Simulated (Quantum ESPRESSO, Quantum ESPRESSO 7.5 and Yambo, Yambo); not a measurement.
# Excitons of BAs (F-43m): kernels and approximations

Aim: the absorption spectrum of BAs (F-43m) with electron-hole interaction, and what each part of the kernel does.

Main program and level: Quantum ESPRESSO 7.5 and Yambo 5.3.0; PBE and many-body steps on it, plane waves.

## 1. The starting structure

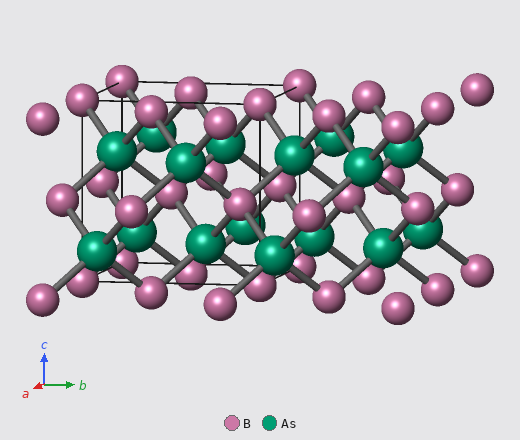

The cell as given, slightly off an axis (boron pink, arsenic teal). 2×2×1 cells are drawn. This picture shows the conventional cell, with its axes. Bonds to atoms that aren't drawn are left out. Some periodic images of atoms are drawn too.

The cell and positions come from the Crystallography Open Database and are kept as given unless a step says otherwise.

## 2. Empty states on the mesh, 6×6×6 mesh, 126 bands

This step: Quantum ESPRESSO 7.5; DFT, PBE, plane waves, norm-conserving pseudopotentials.

The sums over transitions need many empty states on a uniform mesh; this step solves for them.

The input, pw.in:

```
&control
  calculation = 'nscf'
  prefix = 'x'
  outdir = 'o'
  pseudo_dir = 'pseudo'
/
&system
  ibrav = 0
  nat = 2
  ntyp = 2
  ecutwfc = 100.0
  nbnd = 126
  force_symmorphic = .true.
/
&electrons
  conv_thr = 1e-9
  electron_maxstep = 80
  diago_full_acc = .true.
  diago_thr_init = 5e-6
/
ATOMIC_SPECIES
  B 10.81 B.upf
  As 74.922 As.upf
CELL_PARAMETERS angstrom
  -0.0000000000 2.3885000000 2.3885000000
  2.3885000000 -0.0000000000 2.3885000000
  2.3885000000 2.3885000000 -0.0000000000
ATOMIC_POSITIONS crystal
  B 0.0000000000 0.0000000000 0.0000000000
  As 0.2500000000 0.2500000000 0.2500000000
K_POINTS automatic
  6 6 6 0 0 0
```

On the command line:

```sh
> OMP_NUM_THREADS=1 mpirun -n 4 pw.x -nk 4 -in pw.in > pw.out
```

Output:

```text
Program PWSCF v.7.5 starts

     This program is part of the open-source Quantum ESPRESSO suite
     for quantum simulation of materials; please cite
         "P. Giannozzi et al., J. Phys.:Condens. Matter 21 395502 (2009);
         "P. Giannozzi et al., J. Phys.:Condens. Matter 29 465901 (2017);
         "P. Giannozzi et al., J. Chem. Phys. 152 154105 (2020);
     in publications or presentations arising from this work. More details at

     Atomic positions and unit cell read from directory:
     o/x.save/

     Message from routine setup:
[...]
97.4226  97.4226  99.8043 103.0378 103.0378 104.4709 104.7723 105.8447
     [... 4 further rows ...]
   138.3861 139.1475 139.5186 139.5186 141.4783 141.7127 141.7127 142.1608
   143.7133 143.7133 144.1607 146.1933 146.1933 149.1608

          k =-0.3536-0.3536 0.3536 (  3100 PWs)   bands (ev):

     [... further k-points ...]

     highest occupied, lowest unoccupied level (ev):    12.1652   13.4570

     XML data file, pseudopotentials, collected wavefunctions

=------------------------------------------------------------------------------=
   JOB DONE.
=------------------------------------------------------------------------------=
```

The job ended after 14 s (4 MPI ranks of Arm Neoverse V1, shared host; peak memory 0.33 GiB).

This step gave:

```
gap                                                           : 1.292 eV
k of the valence top                                          : 0, 0, 0
k of the conduction bottom                                    : 0, 0.3333, 0.3333
least direct gap                                              : 3.289 eV
k points computed                                             : 16
lowest point of the top converged band, above the valence top : 134.0316 eV
```

On this mesh the gap is 1.292 eV.

The density comes from a self-consistent run that is not shown.

## 3. Conversion and set-up

This step: Yambo 5.3.0; conversion and set-up on PBE, plane waves, norm-conserving pseudopotentials.

The states are converted to the many-body program's format and the q mesh is built.

On the command line:

```sh
> (cd o/x.save; p2y > p2y.log; mv SAVE ../..); yambo > setup.log
```

Output:

```text
 Yambo, version 5.3.0

 [02] CORE Variables Setup
 =========================

  [02.01] Unit cells
  ==================

  Cell kind             :  FCC
  Atoms in the cell     :  B  As
  number of B  atoms    :  1
  number of As atoms    :  1

  List of atomic masses
  Mass of B     :  10.81000
  Mass of As    :  74.92200

  List of atomic coordinates    : [cc]
  B1       :  0.000000  0.000000  0.000000  order 1
  As1       :  2.256805  2.256805  2.256805  order 2

  Alat factors          :  4.513611  4.513611  4.513611 [a.u.]
  Direct lattice volume :  183.9087 [a.u.]
[...]
Q [ 1]         [rlu]:  0.000000  0.000000  0.000000
 Q [ 2]         [rlu]: -0.44040E-17 -0.44040E-17  0.16667
 Q [ 3]         [rlu]: -0.88081E-17 -0.88081E-17  0.33333
[...]
Q [ 8]         [rlu]: -0.63303E-17  0.16667     -0.33333
 Q [ 9]         [rlu]:  0.28747E-16  0.16667     -0.16667
 Q [10]         [rlu]: -0.18005E-16  0.33333      0.33333
     [... 4 further rows ...]
 Q [15]         [rlu]:  0.166667  0.333333 -0.333333
 Q [16]         [rlu]:  0.166667 -0.500000 -0.333333

  [03.01] X indexes
  =================

   [03.01.01] Sigma indexes
   ========================

 [06] Game Over & Game summary
```

It took 2.7 s on 1 MPI rank; peak memory 0.24 GiB.

## 4. Screening and self-energy, 6×6×6 mesh, 126 bands, screening to 210.9 eV

Now the one-shot GW correction: screening in the RPA, then the self-energy of the levels asked for.

This step: G0W0 on PBE, plane waves, norm-conserving pseudopotentials.

The input, gw1.in:

```
HF_and_locXC
gw0
dyson
ppa
em1d
rim_cut
RandQpts= 1000000
RandGvec= 1 RL
EXXRLvcs= 100 Ry
VXCRLvcs= 400 Ry
Chimod= "HARTREE"
% BndsRnXp
 1 | 126 |
%
NGsBlkXp= 15.5 Ry
% LongDrXp
 1 | 1 | 1 |
%
% GbndRnge
 1 | 126 |
%
DysSolver= "n"
ExtendOut
PPAPntXp= 27.21138 eV
% QPkrange
 1 | 16 | 11 | 17 |
%
```

On the command line:

```sh
> OMP_NUM_THREADS=1 mpirun -n 4 yambo -F gw1.in -J gw1 -C gw1 > gw1.log
```

Output:

```text
 Yambo, version 5.3.0

 [02] CORE Variables Setup
 =========================

  [... cell, symmetries and grids as in the set-up ...]

  [02.05] Energies & Occupations
  ==============================

  [X] === General ===
  [X] Electronic Temperature                        :  0.000000  0.000000 [eV K]
  [X] Bosonic    Temperature                        :  0.000000  0.000000 [eV K]
  [X] Finite Temperature mode                       : no
  [X] El. density                                   :  0.95404E+24 [cm-3]
[...]
Sx RL components                                 :  3143

   QP @ state[ 1 ] K range                          :   1  16
   QP @ state[ 1 ] b range                          :  11  17
   GF energies kind                                 : Perdew, Burke & Ernzerhof(X)+Perdew, Burke & Ernzerhof(C)
   GF WF`s kind                                     : Perdew, Burke & Ernzerhof(X)+Perdew, Burke & Ernzerhof(C)
   Xs energies kind                                 : Perdew, Burke & Ernzerhof(X)+Perdew, Burke & Ernzerhof(C)
   Xs WF`s kind                                     : Perdew, Burke & Ernzerhof(X)+Perdew, Burke & Ernzerhof(C)

 [11] Game Over & Game summary
```

The job ended after 34 min (4 MPI ranks; peak memory 2 GiB; 2.3 h of CPU time).

This step gave:

- G0W0 gap on the mesh: 1.902 eV
- starting gap on the mesh: 1.292 eV
- k of the valence top: 0, 0, 0
- k of the conduction bottom: 0, 0.3333, 0.3333
- least direct G0W0 gap on the computed points: 4.137 eV

The gap on the mesh goes from 1.29 eV to 1.90 eV, a correction of +0.61 eV.

The gap opens by 0.610 eV; the next steps shift the empty bands rigidly by 0.848 eV, the correction at the start's least direct gap.

## 5. Excitons

Light makes an electron and a hole together. The Bethe-Salpeter equation adds their screened attraction and their exchange, in a window of bands around the gap.

This step: Bethe-Salpeter equation on PBE with a scissors shift, plane waves, norm-conserving pseudopotentials.

The input, bse3.in:

```
optics
bss
bse
em1s
dipoles
rim_cut
RandQpts= 1000000
RandGvec= 1 RL
Chimod= "HARTREE"
BSKmod= "SEX"
BSEmod= "resonant"
BSSmod= "d"
BSENGexx= 30 Ry
BSENGBlk= 6 Ry
% BSEQptR
 1 | 1 |
%
% BSEBands
 11 | 17 |
%
% BEnRange
 0 | 9 | eV
%
% BDmRange
 0.1 | 0.1 | eV
%
BEnSteps= 181
% BLongDir
 1 | 0 | 0 |
%
% BndsRnXs
 1 | 65 |
%
NGsBlkXs= 6 Ry
% LongDrXs
 1 | 1 | 1 |
%
% KfnQP_E
 0.848 | 1.0 | 1.0 |
%
WRbsWF
```

On the command line:

```sh
> OMP_NUM_THREADS=1 mpirun -n 4 yambo -F bse3.in -J bse3 -C bse3 > bse3.log
```

Output:

```text
 Yambo, version 5.3.0

 [02] CORE Variables Setup
 =========================

  [... cell, symmetries and grids as in the set-up ...]

  [02.05] Energies & Occupations
  ==============================

  [X] === General ===
  [X] Electronic Temperature                        :  0.000000  0.000000 [eV K]
  [X] Bosonic    Temperature                        :  0.000000  0.000000 [eV K]
  [X] Finite Temperature mode                       : no
  [X] El. density                                   :  0.95404E+24 [cm-3]
  [X] Fermi Level                                   :  12.16515 [eV]

  [X] === Gaps and Widths ===
  [X] Conduction Band Min                           :  1.291868 [eV]
  [X] Valence Band Max                              :  0.000000 [eV]
  [X] Filled Bands                                  :  13
  [X] Empty Bands                                   :   14  126
  [X] Direct Gap                                    :  3.288876 [eV]
  [X] Direct Gap localized at k                     :  1
  [X] Indirect Gap                                  :  1.291868 [eV]
  [X] Indirect Gap between kpts                     :   1  10
  [X] Last valence band width                       :  4.948297 [eV]
  [X] 1st conduction band width                     :  3.059858 [eV]

 [03] Transferred momenta grid and indexing
 ==========================================

 [BZ sampling] Q-grid is User defined and/or read from the database

 IBZ Q-points                                      :  16
 BZ  Q-points                                      :  216

 K/Q-points units:
 rlu = crystal or reduced units; cc = cartesian coordinates; iku = interal k-units

 Q [ 1]         [rlu]:  0.000000  0.000000  0.000000
 Q [ 2]         [rlu]: -0.44040E-17 -0.44040E-17  0.16667
 Q [ 3]         [rlu]: -0.88081E-17 -0.88081E-17  0.33333
 Q [ 4]         [rlu]: -0.63303E-17 -0.63303E-17 -0.50000
 Q [ 5]         [rlu]: -0.90023E-17  0.16667      0.16667
 Q [ 6]         [rlu]: -0.14373E-16  0.16667      0.33333
 Q [ 7]         [rlu]:  0.33135E-17  0.16667      0.50000
 Q [ 8]         [rlu]: -0.63303E-17  0.16667     -0.33333
 Q [ 9]         [rlu]:  0.28747E-16  0.16667     -0.16667
 Q [10]         [rlu]: -0.18005E-16  0.33333      0.33333
     [... 4 further rows ...]
 Q [15]         [rlu]:  0.166667  0.333333 -0.333333
 Q [16]         [rlu]:  0.166667 -0.500000 -0.333333

  [03.01] X + BSE indexes
  =======================

   [03.01.01] Sigma indexes
   ========================

 [04] Coloumb potential Random Integration (RIM)
 ===============================================

  [04.01] RIM initialization
  ==========================

  * Diagonal components only detected *

  8 x (sBL volume)        :  0.049954 [a.u.]
  sBZ random points       :  1000000
  Points outside the sBZ  :   7968281
  RL volume               :  1.348768 [a.u.]
  Integrated volume       :  1.354137 [a.u.]

  [04.02] RIM integrals
  =====================

  Gamma point sphere radius             :  0.066805 [a.u.]
  Points outside the sphere             :   800476
  [Int_sBZ(q=0) 1/q^2]*(Vol_sBZ)^(-1/3) =:  7.776341
                                 should be <:  7.795600

  Summary of Coulomb integrals for non-metallic bands |Q|[au] RIM/Bare

  Q [1] 0.100000E-4 0.997530 * Q [2] 0.200926 1.068930
  Q [5] 0.232009 1.068679 * Q [9] 0.328110 1.029814
  Q [6] 0.384743 1.023420 * Q [3] 0.401851 1.020719
  Q [10] 0.464018 1.017590 * Q [8] 0.505652 1.014476
  Q [14] 0.518788 1.014367 * Q [7] 0.568303 1.012582
  Q [11] 0.602777 1.011829 * Q [4] 0.602777 1.011206
  Q [12] 0.656220 1.010226 * Q [15] 0.686291 1.009617
  Q [13] 0.696026 1.009452 * Q [16] 0.733676 1.008801

 [WARNING] [Xs] User bands 1-65 break level degeneracy

 [05] External/Internal QP corrections
 =====================================

 [QP_apply] Action to be applied: USER defined scissor

  [05.01]  QP corrections report
  ==============================

  [K+QP] === General ===
  [K+QP] Electronic Temperature                     :  0.000000  0.000000 [eV K]
[...]
[K+QP] Filled Bands                               :  13
  [K+QP] Empty Bands                                :   14  126
  [K+QP] Direct Gap                                 :  4.136876 [eV]
  [K+QP] Direct Gap localized at k                  :  1
  [K+QP] Indirect Gap                               :  2.139868 [eV]
  [K+QP] Indirect Gap between kpts                  :   1  10
  [K+QP] Last valence band width                    :  4.948297 [eV]
  [K+QP] 1st conduction band width                  :  3.059858 [eV]

  [coarse-grid] Minimum Bare Gap        [ev]:  1.291868
  [coarse-grid] Minimum Gap Correction  [ev]:  0.848000

  Eqp @ K [ 1]
  -185.4422 -128.8241 -128.8241 -128.8241  -35.8568  -35.8568  -35.8568  -35.8372
   -35.837      -15.398     -0.35792E-09 -0.28258E-09   0.0000       4.1369       4.1369       4.1369
    5.53371  10.44839  14.01499  14.01499  15.30480  15.30480  15.30480  19.82076
   30.66926  30.66926  30.66926  37.69425  37.69425  37.69425  38.24760  38.24760
  Eqp @ K [ 2]
  -185.4422 -128.8241 -128.8241 -128.8241  -35.8560  -35.8549  -35.8549  -35.8369
  -35.83695 -14.94535  -2.95303  -0.68024  -0.68024   4.15842   5.02452   5.02452
[...]
Eqp @ K [ 3]
[...]
Eqp @ K [ 4]
[...]
Eqp @ K [ 5]
[...]
Eqp @ K [ 6]
[...]
Eqp @ K [ 7]
[...]
Eqp @ K [ 8]
[...]
Eqp @ K [ 9]
[...]
25.37025  26.30169  27.82410  28.56591  31.63653  32.44128  33.57250  35.95234
     [... 13 further rows ...]
    9.76255  13.21675  16.56660  16.87528  19.67039  23.69714  23.72460  24.09941
   24.84763  26.06992  27.05063  30.15587  31.87134  32.66285  34.02974  34.50307

 [06] Dipoles
 ============

  [06.01] Setup: observables and procedures
  =========================================

  [WARNING] [r,Vnl^pseudo] included in position and velocity dipoles.

  [WARNING] In case H contains other non local terms, these are neglected

 [07] Static Dielectric Matrix
 =============================

 [WR./bse3//ndb.em1s]------------------------------------------------------------
  Brillouin Zone Q/K grids (IBZ/BZ)                :   16  216   16  216
  RL vectors                                       :   3943 [WF]
  Coulomb cutoff potential                         : none
  Electronic Temperature                           :  0.000000 [K]
  Bosonic    Temperature                           :  0.000000 [K]
  Static diel. fun.  energies                      : Perdew, Burke & Ernzerhof(X)+Perdew, Burke & Ernzerhof(C)
  wavefunctions                                    : Perdew, Burke & Ernzerhof(X)+Perdew, Burke & Ernzerhof(C)
  Global Gauge                                     : length
  X matrix size                                    :   65
  X band range                                     :    1   65
  X e/h energy range                               : -1.000000 -1.000000 [eV]
  X Time ordering                                  : T
  X Hxc Kernel                                     : HARTREE
  X Drude frequency                                :  0.000000  0.000000
  X poles                                          :  100.0000 [o/o]
  RL vectors in the sum                            :   3943
  [r,Vnl] included                                 : yes
  Field direction                                  :  0.577350E-5  0.577350E-5  0.577350E-5
  BZ energy Double Grid                            : no
  BZ energy DbGd points                            : 0
  BZ Q point size factor                           : -1.000000
  X Optical Averaged directions                    : none

 [08] Bethe Salpeter Equation driver
 ===================================

  [08.01] Bethe Salpeter Equation @q1
  ===================================

   [08.01.01] Transition pre-analysis @q1
   ======================================

   [08.01.02] Transition Groups build-up @q1
   =========================================

   [BSK] Transition groups (total):   32
   [BSK] Size (resonant):  2592
   [BSK]         (total):  2592
   [BSK] N. of matrices :  1

   [08.01.03] Loading Dipoles @q1
   ==============================

   [08.01.04] Independent Particles properties @q1
   ===============================================

   ==========================================================

   [BSE] Exchange components :   537
   [BSE] Correlation components :   65  283

    [08.01.05.01] Screened interaction header I/O
    =============================================

    [08.01.05.02] Main kernel loop
    ==============================

    [08.01.05.03] Wave-Function Phases
    ==================================

    [BSE] WF phases found       :  65.88542 [o/o]

   [08.01.06] BSE solver(s) @q1
   ============================

   [08.01.07] Diago Solver @q1
   ===========================

 [11] Game Over & Game summary
```

The job ended after 3.4 min (4 MPI ranks; peak memory 1.6 GiB).

Numbers from this step:

```
transitions in the window                                      : 2592
direct gap of the transition levels                            : 4.137 eV
lowest state                                                   : 3.943 eV
first strong exciton (over a fiftieth of the strongest listed) : 3.947 eV
binding of the lowest state below the direct gap               : 0.1944 eV
Coulomb term of one mesh cell                                  : 0.2094 eV
```

The binding is 0.93 times the screened Coulomb term of one mesh cell (0.21 eV), so it is not shown settled.

The lowest state lies at 3.943 eV, 0.194 eV under the direct gap.

Lines within 3 meV are set at the lowest of them, and the highest group, which the list may cut short, is left out; lines within 3 meV are set at the lowest of them, and the highest group, which the list may cut short, is left out. Exciton lines, with heights relative to the strongest:

```
position (eV)  lines merged  strength, relative
        3.942             6                  26
        3.955             2                 0.1
        3.966             1                 0.0
        4.588             3                 100
        4.594             3                 0.2
        4.613             3                 2.8
        4.627             3                 0.0
```

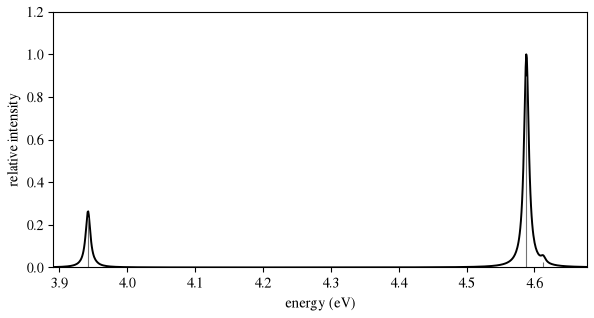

The exciton spectrum, broadened with Lorentzians of width 0.0086 eV; bars mark the lines.

The ε₂ has structure finer than the step of the table below, so its rows give means over 0.5 eV, whole bins alone (the curve runs from 0 to 9 eV). Peaks (eV: height): BSE 3.95: 14.4, 4.60: 52.5, 5.00: 38.0, 5.40: 39.4, 5.90: 57.7; no electron-hole interaction 4.85: 28.0, 5.70: 30.9, 6.35: 74.5.

Field along x; broadening 0.1 eV; transition window only. Limits: finite bands, cutoff and mesh; no spin-orbit coupling; exciton not shown settled in the k mesh. ε₂ against photon energy; means over each step:

```
photon energy (eV)    BSE  no electron-hole interaction
               0.5  0.112                        0.0864
               1.0  0.141                         0.106
               1.5  0.184                         0.132
               2.0  0.251                         0.172
               2.5  0.370                         0.237
               3.0  0.627                         0.356
               3.5   1.71                         0.678
               4.0   8.39                          4.12
               4.5   26.1                          5.94
               5.0   25.8                          17.7
               5.5   28.7                          21.7
               6.0   38.4                          25.5
               6.5   5.86                          41.6
               7.0   6.37                          7.83
               7.5   4.54                          8.25
               8.0   3.38                          4.46
               8.5   4.37                          5.50
```

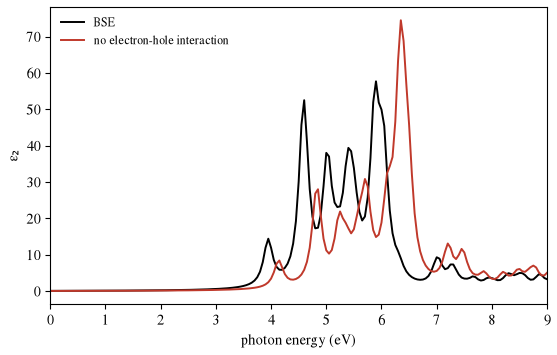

ε₂ against photon energy.

(Part 1 of 3 ends here.)

[Paths, hosts, dates, memory and timing lines, banners, echoed tables and standing remarks are left out of the program output.]

[Logs are printed without paths, hosts, clocks, repeated set-up lines and the standing remarks that a program may print on its own settings, such as how far it seeks lower states.]

[Runs of the session that timed out or met a known fault of the program may be left out.]

[Hosts, paths, dates, database ids (printed as entryN), source tags and the programs' standing remarks are cut or masked in the printed files.]
